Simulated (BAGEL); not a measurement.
# One shape, several levels: singlet [AlNH3]+

We compute a comparison of 6 runs (HF/STO-3G, HF/cc-pVTZ, B3LYP/6-31G*, B3LYP/cc-pVTZ, PBE0/cc-pVTZ, FCI/STO-3G) of singlet [AlNH3]+. 

Program for the calculation: BAGEL 1.2.2.

**1. The molecule**

[AlNH3]+ has 5 atoms, charge +1, and is taken as a singlet. SMILES of the parent species: `[NH2][AlH]`. The coordinates come from a PBE0-D4/def2-TZVP relaxation. This is one conformer, not always the lowest. That shape belongs to the parent species and isn't relaxed for this state.

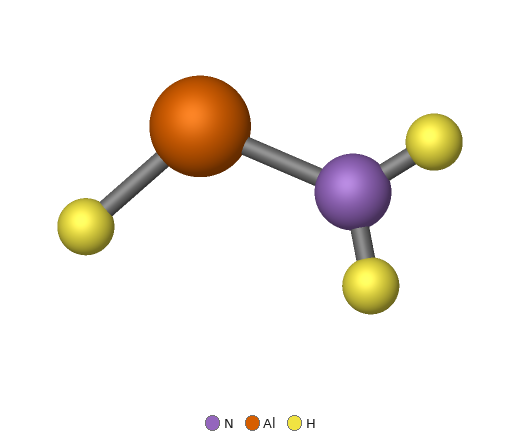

Viewed from a chosen angle; nitrogen purple, aluminium orange, hydrogen yellow.

**2. The energy at HF/STO-3G (density fitting with qzvpp-jkfit) (run 1)**

input.json reads:

```json
{ "bagel" : [

{
  "title" : "molecule",
  "basis" : "sto-3g",
  "df_basis" : "qzvpp-jkfit",
  "angstrom" : true,
  "geometry" : [
    { "atom" : "N", "xyz" : [      -0.116600,      -0.660800,       0.175100 ] },
    { "atom" : "Al", "xyz" : [       0.836600,       0.833900,       0.120800 ] },
    { "atom" : "H", "xyz" : [       0.148500,      -1.505300,       0.655500 ] },
    { "atom" : "H", "xyz" : [      -1.010300,      -0.782800,      -0.277400 ] },
    { "atom" : "H", "xyz" : [       0.191800,       2.041400,      -0.715400 ] }
  ]
},

{ "title" : "hf", "charge" : 1 },

{ "title" : "print", "file" : "orbitals.molden", "orbitals" : true }

]}
```

Launch:

```
$ BAGEL_NUM_THREADS=1 BAGEL input.json > input.out
```

Output:

```text
* using 1 threads per process

  ===============================================================
  ===============================================================

  *** Geometry ***

  { "atom" : "N", "xyz" : [     -0.220342,     -1.248731,      0.330891 ] },
  { "atom" : "Al", "xyz" : [      1.580945,      1.575843,      0.228279 ] },
  { "atom" : "H", "xyz" : [      0.280624,     -2.844605,      1.238715 ] },
  { "atom" : "H", "xyz" : [     -1.909190,     -1.479278,     -0.524210 ] },
  { "atom" : "H", "xyz" : [      0.362449,      3.857687,     -1.351910 ] },

  Number of auxiliary basis functions:      259

  Since a DF basis is specified, we compute 2- and 3-index integrals:
    o Being stored without compression. Storage requirement is 0.001 GB

  Number of basis functions:       17
  Number of electrons      :       23

    * METHOD: MOLECULE                             0.04

  *** RHF ***

  === Nuclear Repulsion ===
    46.2350920341

      * DIIS with orbital gradients will be used.

  === RHF iteration (sto-3g) ===
      0       -294.24213634          0.02241948           0.00
      1       -294.28721493          0.00842738           0.00
      2       -294.29315156          0.00137621           0.00
      3       -294.29347675          0.00024685           0.00
      4       -294.29348629          0.00003460           0.00
      5       -294.29348647          0.00000559           0.00
      6       -294.29348648          0.00000122           0.00
      7       -294.29348648          0.00000020           0.00
      8       -294.29348648          0.00000003           0.00
      9       -294.29348648          0.00000001           0.00
     10       -294.29348648          0.00000000           0.00
    * SCF iteration converged.

    * Permanent dipole moment:
           (   -1.372732,    -0.840347,    -0.437916) a.u.

    * METHOD: HF                                   0.06

    * METHOD: PRINT                                0.00

  ===============================================================
```

It took 0.26 s on 1 thread of Arm Neoverse V1, shared host.

**3. A single-point energy at HF/cc-pVTZ (density fitting with qzvpp-jkfit) (run 2)**

job.json reads:

```json
{ "bagel": [

{
  "title": "molecule",
  "basis": "cc-pvtz.json",
  "df_basis": "qzvpp-jkfit",
  "angstrom": true,
  "geometry": [
    { "atom": "N", "xyz": [   -0.116600,   -0.660800,    0.175100 ] },
    { "atom": "Al", "xyz": [    0.836600,    0.833900,    0.120800 ] },
    { "atom": "H", "xyz": [    0.148500,   -1.505300,    0.655500 ] },
    { "atom": "H", "xyz": [   -1.010300,   -0.782800,   -0.277400 ] },
    { "atom": "H", "xyz": [    0.191800,    2.041400,   -0.715400 ] }
  ]
},
{
  "title": "hf",
  "charge": 1
},
{
  "title": "print",
  "file": "orbitals.molden",
  "orbitals": true
}

]}
```

The basis set cc-pVTZ is read from a file made from the Basis Set Exchange's data (not shown).

Launch:

```
$ BAGEL_NUM_THREADS=1 BAGEL job.json > job.out
```

Output:

```text
* using 1 threads per process

  ===============================================================
  ===============================================================

  *** Geometry ***

  { "atom" : "N", "xyz" : [     -0.220342,     -1.248731,      0.330891 ] },
  { "atom" : "Al", "xyz" : [      1.580945,      1.575843,      0.228279 ] },
  { "atom" : "H", "xyz" : [      0.280624,     -2.844605,      1.238715 ] },
  { "atom" : "H", "xyz" : [     -1.909190,     -1.479278,     -0.524210 ] },
  { "atom" : "H", "xyz" : [      0.362449,      3.857687,     -1.351910 ] },

  Number of auxiliary basis functions:      259

  Since a DF basis is specified, we compute 2- and 3-index integrals:
    o Being stored without compression. Storage requirement is 0.023 GB

  Number of basis functions:      106
  Number of electrons      :       23

    * METHOD: MOLECULE                             0.10

  *** RHF ***

  === Nuclear Repulsion ===
    46.2350920341

      * DIIS with orbital gradients will be used.

  === RHF iteration (cc-pvtz.json) ===
      0       -297.64468558          0.02452608           0.02
      1       -297.76716313          0.01895097           0.03
      2       -297.86344882          0.00162153           0.03
      3       -297.86496770          0.00026083           0.03
      4       -297.86501161          0.00005517           0.03
      5       -297.86501342          0.00001614           0.03
      6       -297.86501361          0.00000593           0.03
      7       -297.86501363          0.00000131           0.03
      8       -297.86501364          0.00000033           0.03
      9       -297.86501364          0.00000020           0.03
     10       -297.86501364          0.00000005           0.03
     11       -297.86501364          0.00000001           0.03
    * SCF iteration converged.

    * Permanent dipole moment:
           (   -1.314218,    -0.665833,    -0.473824) a.u.

    * METHOD: HF                                   0.41

    * METHOD: PRINT                                0.03

  ===============================================================
```

Wall time 0.7 s (1 thread of Arm Neoverse V1, shared host).

Runs 3 to 4 aren't shown in full; the table further down has their settings and results.

**4. The energy at PBE0/cc-pVTZ (density fitting with qzvpp-jkfit) (run 5)**

input.json reads:

```json
{ "bagel" : [

{
  "title" : "molecule",
  "basis" : "cc-pvtz.json",
  "df_basis" : "qzvpp-jkfit",
  "angstrom" : true,
  "geometry" : [
    { "atom" : "N", "xyz" : [   -0.116600,   -0.660800,    0.175100 ] },
    { "atom" : "Al", "xyz" : [    0.836600,    0.833900,    0.120800 ] },
    { "atom" : "H", "xyz" : [    0.148500,   -1.505300,    0.655500 ] },
    { "atom" : "H", "xyz" : [   -1.010300,   -0.782800,   -0.277400 ] },
    { "atom" : "H", "xyz" : [    0.191800,    2.041400,   -0.715400 ] }
  ]
},
{ "title" : "ks", "xc_func" : "pbe0", "charge" : 1 },
{ "title" : "print", "file" : "orbitals.molden", "orbitals" : true }

]}
```

The basis set cc-pVTZ is read from a file made from the Basis Set Exchange's data (not shown).

Launch:

```
$ BAGEL_NUM_THREADS=1 BAGEL input.json > input.out
```

Output:

```text
* using 1 threads per process

  ===============================================================
  ===============================================================

  *** Geometry ***

  { "atom" : "N", "xyz" : [     -0.220342,     -1.248731,      0.330891 ] },
  { "atom" : "Al", "xyz" : [      1.580945,      1.575843,      0.228279 ] },
  { "atom" : "H", "xyz" : [      0.280624,     -2.844605,      1.238715 ] },
  { "atom" : "H", "xyz" : [     -1.909190,     -1.479278,     -0.524210 ] },
  { "atom" : "H", "xyz" : [      0.362449,      3.857687,     -1.351910 ] },

  Number of auxiliary basis functions:      259

  Since a DF basis is specified, we compute 2- and 3-index integrals:
    o Being stored without compression. Storage requirement is 0.023 GB

  Number of basis functions:      106
  Number of electrons      :       23

    * METHOD: MOLECULE                             0.09

  *** Kohn-Sham DFT ***

    * Removing 6969 points whose weight is below 1.00e-10
    * Grid points: 67561

  === Nuclear Repulsion ===
    46.2350920341

       - DIIS with orbital gradients will be used.

  === KS iteration (pbe0 / cc-pvtz.json) ===
      0       -275.47846186          0.08717663           0.23
      1       -244.94058744          0.20375323           0.23
      2       -266.94534648          0.09957807           0.23
      3       -289.46307262          0.11438719           0.23
      4       -297.40414669          0.05125461           0.23
      5       -296.83860884          0.06333613           0.23
      6       -297.93463115          0.03761074           0.23
      7       -298.31773631          0.02297205           0.23
      8       -298.47846180          0.01359939           0.23
      9       -298.52998619          0.00140679           0.22
     10       -298.53062080          0.00052533           0.22
     11       -298.53070077          0.00005797           0.22
     12       -298.53070292          0.00001438           0.22
     13       -298.53070305          0.00000289           0.22
     14       -298.53070306          0.00000072           0.22
     15       -298.53070306          0.00000030           0.22
     16       -298.53070306          0.00000009           0.22
     17       -298.53070306          0.00000005           0.22
     18       -298.53070306          0.00000001           0.22
     19       -298.53070306          0.00000000           0.22
    * SCF iteration converged.

    * Permanent dipole moment:
           (   -1.088546,    -0.575206,    -0.383113) a.u.

    * METHOD: KS                                   4.83

    * METHOD: PRINT                                0.03

  ===============================================================
```

Wall time 5.1 s (1 thread of Arm Neoverse V1, shared host); peak memory 0.34 GiB.

**5. The energy at FCI/STO-3G (density fitting with qzvpp-jkfit) (run 6)**

Edit input.json of step 4 so:

```diff
@@ -4,3 +4,3 @@
   "title" : "molecule",
-  "basis" : "cc-pvtz.json",
+  "basis" : "sto-3g",
   "df_basis" : "qzvpp-jkfit",
@@ -15,4 +15,4 @@
 },
-{ "title" : "ks", "xc_func" : "pbe0", "charge" : 1 },
-{ "title" : "print", "file" : "orbitals.molden", "orbitals" : true }
+{ "title" : "hf", "charge" : 1 },
+{ "title" : "fci", "nstate" : 1, "charge" : 1, "ncore" : 6 }
```

Launch:

```
$ BAGEL_NUM_THREADS=1 BAGEL input.json > input.out
```

Output:

```text
* using 1 threads per process

  ===============================================================
  ===============================================================

  *** Geometry ***

  { "atom" : "N", "xyz" : [     -0.220342,     -1.248731,      0.330891 ] },
  { "atom" : "Al", "xyz" : [      1.580945,      1.575843,      0.228279 ] },
  { "atom" : "H", "xyz" : [      0.280624,     -2.844605,      1.238715 ] },
  { "atom" : "H", "xyz" : [     -1.909190,     -1.479278,     -0.524210 ] },
  { "atom" : "H", "xyz" : [      0.362449,      3.857687,     -1.351910 ] },

  Number of auxiliary basis functions:      259

  Since a DF basis is specified, we compute 2- and 3-index integrals:
    o Being stored without compression. Storage requirement is 0.001 GB

  Number of basis functions:       17
  Number of electrons      :       23

    * METHOD: MOLECULE                             0.04

  *** RHF ***

  === Nuclear Repulsion ===
    46.2350920341

      * DIIS with orbital gradients will be used.

  === RHF iteration (sto-3g) ===
      0       -294.24213634          0.02241948           0.00
      1       -294.28721493          0.00842738           0.00
      2       -294.29315156          0.00137621           0.00
[... 7 lines of this table left out ...]
     10       -294.29348648          0.00000000           0.00
    * SCF iteration converged.

    * Permanent dipole moment:
           (   -1.372732,    -0.840347,    -0.437916) a.u.

    * METHOD: HF                                   0.06

  ---------------------------
        FCI calculation
  ---------------------------

  Performs exactly the same way as Knowles & Handy 1984 CPL

  o alpha-beta strings
      length:           924
  o size of the space
      determinant space:  213444
      spin-adapted space: 60984

  o single displacement lists (alpha)
      length:         16170
  o single displacement lists (beta)
      length:         16170

     guess   0:   closed 11111......          open ...........

  === FCI iteration ===

      0  0      -294.29348648     9.02e-04      0.28
      1  0      -294.38656722     4.06e-04      0.27
      2  0      -294.40040613     2.03e-04      0.27
[... 16 lines of this table left out ...]
     19  0      -294.40530529     2.60e-10      0.26
    ** throwing out 1 trial vectors **
     20  0      -294.40530529     1.53e-10      0.26
    ** throwing out 1 trial vectors **
     21  0      -294.40530529     1.25e-10      0.26
    ** throwing out 1 trial vectors **
     22  0      -294.40530529     1.16e-10      0.26
    ** throwing out 1 trial vectors **
     23  0 *    -294.40530529     7.00e-11      0.24

     * ci vector, state   0, <S^2> = 0.0000
       22222......    -0.9479341581
       222.22.....     0.0840920363
       2222a.b....     0.0802893343
       2222b.a....     0.0802893343
       2222..2....     0.0673435497
       222.2a.b...    -0.0564711471
       222.2b.a...    -0.0564711471
       2.222.....2     0.0559498540
       22.222.....     0.0532056268

    * METHOD: FCI                                  6.42

  ===============================================================
```

It took 6.9 s on 1 thread of Arm Neoverse V1, shared host; peak memory 0.33 GiB.

**6. All runs side by side**

```csv
run,level,number of roots,frozen core orbitals,energy (Eh),HOMO energy (eV),LUMO energy (eV),HOMO–LUMO gap (eV),wall time
1,HF/STO-3G (density fitting with qzvpp-jkfit),–,–,-294.293486,-14.35,-3.50,10.85,0.26 s
2,HF/cc-pVTZ (density fitting with qzvpp-jkfit),–,–,-297.865014,-16.60,-7.02,9.58,0.7 s
3,"B3LYP/6-31G* (density fitting with qzvpp-jkfit, spherical functions)",–,–,-298.679875,-13.08,-10.22,2.86,1.5 s
4,B3LYP/cc-pVTZ (density fitting with qzvpp-jkfit),–,–,-298.738488,-13.18,-10.23,2.96,5.4 s
5,PBE0/cc-pVTZ (density fitting with qzvpp-jkfit),–,–,-298.530703,-13.42,-9.87,3.55,5.1 s
6,FCI/STO-3G (density fitting with qzvpp-jkfit),1,6,-294.405305,–,–,–,6.9 s
```

**7. Outcome**

| quantity | value |
| --- | --- |
| run 6: total energy | -294.40531 Eh |

What this shows: Against full CI in this basis: HF +111.8 mEh. Over runs 1, 2, 3, 4, 5 the HOMO–LUMO gap runs from 2.86 eV (B3LYP/6-31G*) to 10.85 eV (HF/STO-3G). The two ends differ in method and basis. Totals of different functionals can't be ranked against each other. In runs 1, 6 the basis is minimal, so the values are rough. All runs together took 20 s, the longest 6.9 s.
